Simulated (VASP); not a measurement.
Band structure of Sn (beta). Computed with RPBE GGA, VASP's PBE PAW potentials (set 64) (plane waves; VASP).

Unless said otherwise, spin-orbit coupling is left out, though it shifts the bands of the heavy elements here.

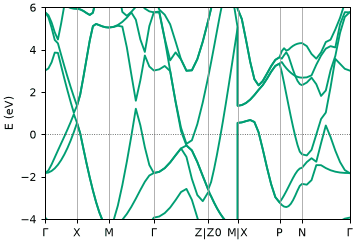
Bands along high-symmetry lines, zero at the valence-band maximum or, without a gap, the Fermi level

**Question.** Read the plot: is there a gap, and where are the band edges?

**Answer.** It has no gap at this level: it comes out as a metal or semimetal. (Edges off the drawn lines would not show.)

The compound is Sn in the beta structure. It was relaxed first, which changed the volume by +8 %.
